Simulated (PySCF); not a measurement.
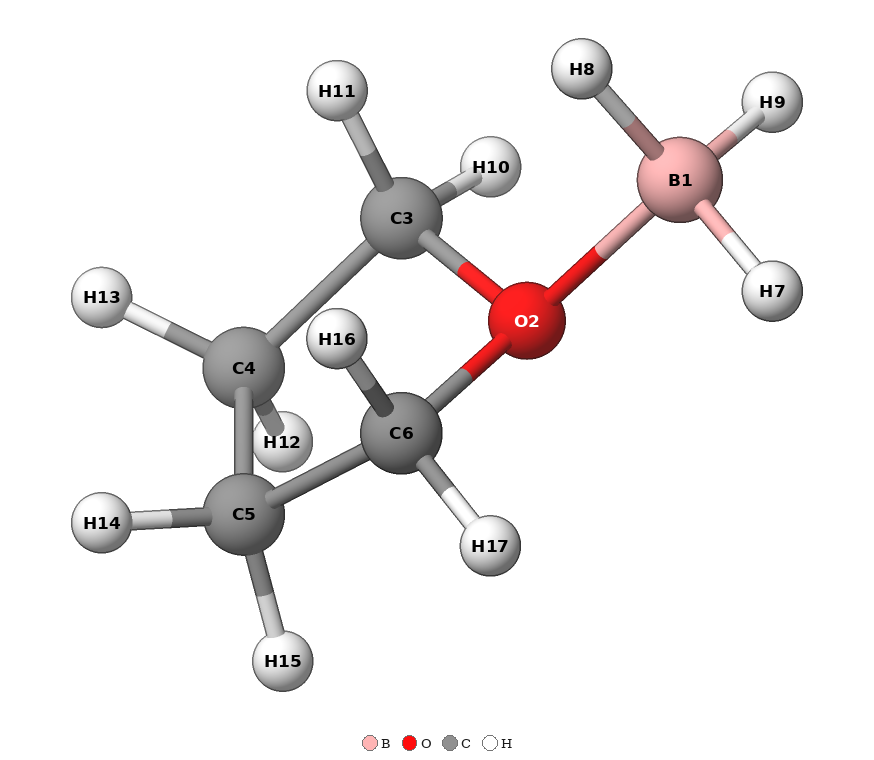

The geometry was computed by an optimisation with GFN2-xTB. No frequency run is at hand to confirm it as a minimum. Properties computed with B3LYP/pcJ-1 indirect spin-spin coupling, non-relativistic, gas phase (PySCF 2.14.0). Isotopes: 11B, 13C, 1H, 17O.

Give the spin–spin coupling constants of these pairs, with the number of bonds between them: B1/H7, B1/H8, B1/H9, B1/C3, B1/C6, B1/H11, B1/C5, B1/H16, B1/C4.

| pair | bonds apart | J (Hz) |
| --- | --- | --- |
| B1, H7 | 1 | 114.4 |
| B1, H8 | 1 | 113.6 |
| B1, H9 | 1 | 114.4 |
| B1, C3 | 2 | 0.5 |
| B1, C6 | 2 | 0.5 |
| B1, H11 | 3 | 1.3 |
| B1, C5 | 3 | 0.9 |
| B1, H16 | 3 | 1.3 |
| B1, C4 | 3 | 0.9 |

The geometry is semi-empirical. Around B such bond lengths and angles can be off by a tenth of an ångström or more and by several degrees, and values that hang on the shape move with them.
